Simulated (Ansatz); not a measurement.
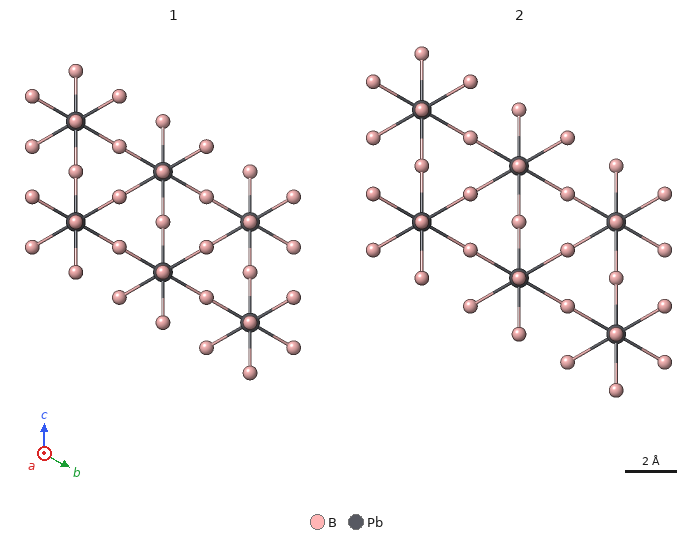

Two geometries of a crystal of B₄Pb (a generated structure, set up in Im-3m) (coarse preliminary run), drawn at one scale. One is the start of a relaxation, the other its converged end. A ball-and-stick model of the cell of the calculation, repeated 1 × 2 × 1 with one cell outlined, seen along the a axis.

Level of theory: DFT PBE, scalar-relativistic, plane waves, PAW (Ansatz 0.2.0). Set-up: plane-wave cutoff 420 eV; k-point mesh 6 × 6 × 6; occupations gaussian; smearing width 0.1 eV; no spin polarisation; cell and atoms relaxed; force threshold 0.04 eV/Å; at most 70 steps.

Which one is relaxed?

Answer. Structure 2 is the relaxed one. The atoms keep their places relative to the cell (all moves are under 0.005 Å). Cell: a = b = c 4.256 → 4.747 Å (+11.5 %). Volume +38.8 %. Among the contacts that change: B–Pb 2.128 → 2.374 Å. The space group stays Im-3m (No. 229). After 5 accepted moves (7 points after the start) the energy has fallen by 1.832 eV per cell of the calculation. All forces vanish by symmetry, so only the cell relaxes. Pressure: 35.23 GPa at the start and −0.02 GPa at the end. The SCF was repeated twice at an unchanged geometry on a basis and grid sized afresh for the cell, which shifted the energy by 40.7 meV per cell of the calculation at most. Cost: 7 s on 1 thread of Intel(R) Xeon(R) 6975P-C (Granite Rapids), on a shared host, peak memory 0.4 GiB.
